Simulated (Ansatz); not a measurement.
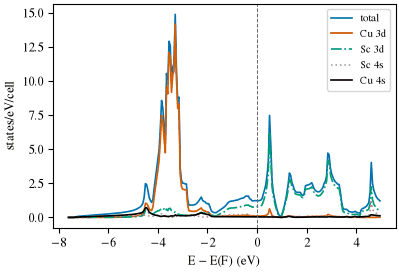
Figure. Total and projected density of states of ScCu (CsCl type, Pm-3m), LDA (plane waves, PAW; program Ansatz)

**Question.** Which orbitals carry the states next to the Fermi level?

**Answer.** Within 0.5 eV of the Fermi level: Sc 3d 70 %, Cu 3d 8 %, outside the projected shells 15 %. Projections are on Löwdin-orthogonalised atomic valence shells; empty p or d shells of many metals are not among them.

**Question.** Where is the tallest occupied peak in this window, and what makes it?

**Answer.** Near -3.3 eV, about 15 states/eV per cell; the largest projected share is Cu 3d.

The first step of the workflow began from a Materials Project structure, measured or hypothetical; the Crystallography Open Database files this formula in space group No. 221, but the cells were not matched. Its standing as an ambient phase is unchecked. Symmetry was held in the LDA relaxation; of distortions, only those at the zone centre were tested. No spin polarisation was allowed.

Potentials: the later of the program's two PAW sets.
